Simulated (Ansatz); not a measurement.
# WC: pressure series

Consider WC (space group P-6m2, No. 187; a = 2.922 Å, c = 2.847 Å).

Cell and atoms are relaxed at each pressure.

Levels (all Ansatz, a program for electronic structure, PAW): PBE (420 eV, no SOC); r2SCAN (500 eV, no spin-orbit coupling).

The base cell above is that of PBE; each level relaxes its own structures.

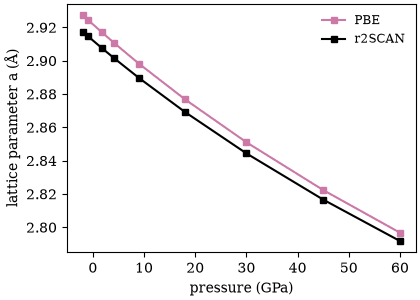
Lattice parameter a under two levels

**Question.** How do the two levels compare along the series?

**Answer.** PBE lies above r2SCAN in every row, by 0.005 Å to 0.010 Å. They put the cases in the same order.

Load acts through the strain it causes; cell and atoms are relaxed under it. Whether these cells are dynamically stable was not tested. Competing high-pressure phases were not computed. All final runs are without spin polarisation.
